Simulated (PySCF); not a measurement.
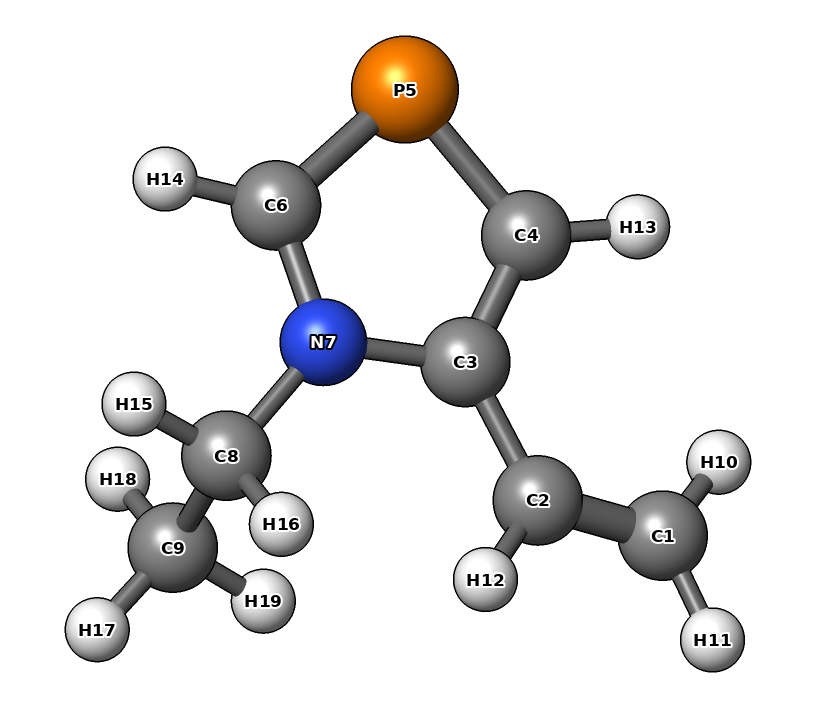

The thickness of each stick grows with its Mayer bond order. The geometry was computed by an optimisation with GFN2-xTB. No frequency run is at hand to confirm it as a minimum. Method: PBE0/pcSseg-1 (PySCF 2.14.0).

### Which bond between heavy atoms has the lowest Mayer bond order?

N7–C8, 0.92, at 1.443 Å.

List the Mayer bond orders of C1–C2, C2–C3, C3–C4, C3–N7, C4–P5, P5–C6, C6–N7, N7–C8, C8–C9 (bonds between heavy atoms, one of each equivalent set).

```json
{"bond": "C1–C2", "Mayer order": "1.94", "length (Å)": "1.330"}
{"bond": "C2–C3", "Mayer order": "1.10", "length (Å)": "1.446"}
{"bond": "C3–C4", "Mayer order": "1.44", "length (Å)": "1.378"}
{"bond": "C3–N7", "Mayer order": "1.02", "length (Å)": "1.368"}
{"bond": "C4–P5", "Mayer order": "1.27", "length (Å)": "1.747"}
{"bond": "P5–C6", "Mayer order": "1.41", "length (Å)": "1.717"}
{"bond": "C6–N7", "Mayer order": "1.24", "length (Å)": "1.351"}
{"bond": "N7–C8", "Mayer order": "0.92", "length (Å)": "1.443"}
{"bond": "C8–C9", "Mayer order": "1.05", "length (Å)": "1.528"}
```

The geometry is semi-empirical. Around P such bond lengths and angles can be off by a tenth of an ångström or more and by several degrees, and values that hang on the shape move with them.
